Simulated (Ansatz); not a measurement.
| atom | x (Å) | y (Å) | z (Å) |
| --- | --- | --- | --- |
| Sn | 0.2276 | 0.8331 | -0.0937 |
| F | 1.2703 | -0.8237 | -0.2111 |
| F | -1.4979 | -0.0094 | 0.3048 |

Geometry: PBE-D4/def2-TZVP; core potentials replace the inner electrons of Sn.

Theory: RKS PBE0-D4/def2-TZVP in Ansatz.

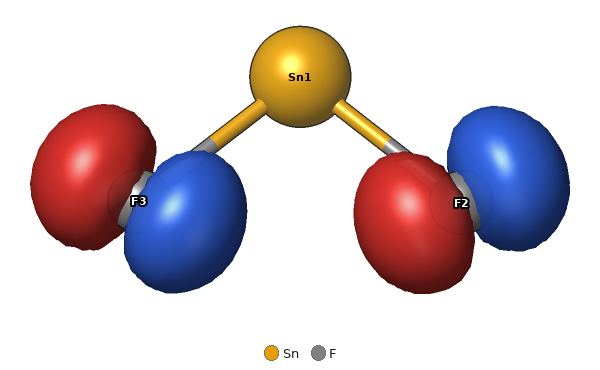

F₂Sn. The HOMO−1 at ±0.2 Å⁻³ᐟ² (blue and red are the two phases), seen at a tilt.

Describe this orbital and give its energy.

Answer. It lies mainly on F2 (about 45 %) and F3 (about 45 %); it is symmetric in the molecular plane (an in-plane orbital: σ, lone-pair or in-plane π type); largely a combination of lone pairs on F2 and F3. Its energy is −10.43 eV.
